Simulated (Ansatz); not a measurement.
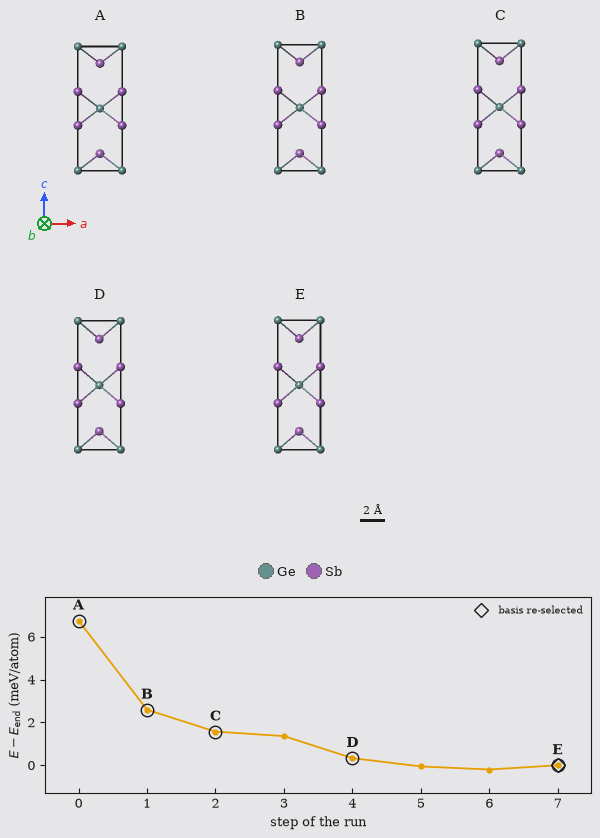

Frames of a relaxation of a crystal of GeSb2 (built on the MoSi2 (C11b)_139 type), marked on the history of the run. A ball-and-stick model of the conventional cell (2 times the calculation's cell), seen along the b axis. Lengths and directions refer to the drawn axes.

Case: MoSi2 (C11b) type (I4/mmm, No. 139).

Computed with DFT PBE, scalar-relativistic, plane waves, PAW in Ansatz.

Input file:
```yaml
crystal:
  lattice:
    - [-1.9109397958, 1.9109397958, 5.3633185624]
    - [1.9109397958, -1.9109397958, 5.3633185624]
    - [1.9109397958, 1.9109397958, -5.3633185624]
  atoms:
    - { symbol: Ge, position: [0.0, 0.0, 0.0] }
    - { symbol: Sb, position: [0.6363781893, 0.6363781893, 0.0] }
    - { symbol: Sb, position: [0.3636218107, 0.3636218107, 0.0] }
basis:
  ecutwfc: 420
kpoints:
  mp_grid: { grid: [18, 18, 18] }
hamiltonian:
  xc: pbe
scf:
  occupations: { method: gaussian, width: 0.1 }
output:
  forces: true
  stress: true
  eigenvalues: true
relax:
  adjacent_minimum: "off"
  f_tol: 0.01
  max_steps: 80
  cell: { stress_tol: 0.05 }
```

Command:
```bash
ansatz run input.yaml --threads 1 --pin off --max-ram 2560MiB --backend cpu --events-out ev --progress --plain --runs-dir out
```

### Describe the path.

Over 6 accepted moves (7 points after the start) the energy falls by 6.8 meV per atom. The largest force component goes from 0.068 to 0.00052 eV/Å. Pressure: −0.25 GPa at the start and −0.01 GPa at the end. The SCF was repeated once at an unchanged geometry on a basis and grid sized afresh for the cell, which shifted the energy by 0.2 meV per atom at most. The largest moves relative to the cell, 0.056 Å, are those of Sb2 and Sb3. Sb2 goes along +c. Ge stays in place. Cell: a = b 3.822 → 3.682 Å (−3.7 %), c 10.727 → 11.184 Å (+4.3 %). Volume −3.2 %. Near-neighbour distances that change, for instance: Sb2–Sb3 2.926 → 3.162 Å, Ge1–Sb2 3.073 → 3.046 Å. Among the angles between lasting bonds that change: Ge1–Sb3–Ge1 123.1° → 117.5°, Ge1–Sb3–Sb2 61.6° → 58.7°, Ge1–Sb3–Ge1 76.9° → 74.4°. The space group stays I4/mmm (No. 139). The run took 6 min on 1 thread of AMD EPYC 7R43 64-Core Processor (Zen 3) (shared host), peak memory 1 GiB. From step 0 to 1: volume −0.9 %, energy −4.2 meV per atom. From step 1 to 2: volume −0.8 %, energy −1.0 meV per atom. From step 2 to 4: Sb atoms move most (0.05 Å), volume −1.1 %, energy −1.2 meV per atom. From step 4 to 7: volume −0.6 %, energy −0.3 meV per atom.

| step | E − E(0), meV/atom | largest force component, eV/Å | pressure, GPa | volume, Å³/atom | note |
| --- | --- | --- | --- | --- | --- |
| 0 | 0.00 | 0.0680 | -0.25 | 26.114 |  |
| 1 | -4.16 | 0.0289 | -0.11 | 25.881 |  |
| 2 | -5.19 | 0.0412 | 0.12 | 25.681 |  |
| 3 | -5.39 | 0.0368 | -0.56 | 25.670 |  |
| 4 | -6.42 | 0.0483 | -0.45 | 25.409 |  |
| 5 | -6.81 | 0.0024 | 0.21 | 25.111 |  |
| 6 | -6.95 | 0.0006 | -0.01 | 25.267 |  |
| 7 | -6.76 | 0.0005 | -0.01 | 25.267 | same geometry, new basis |
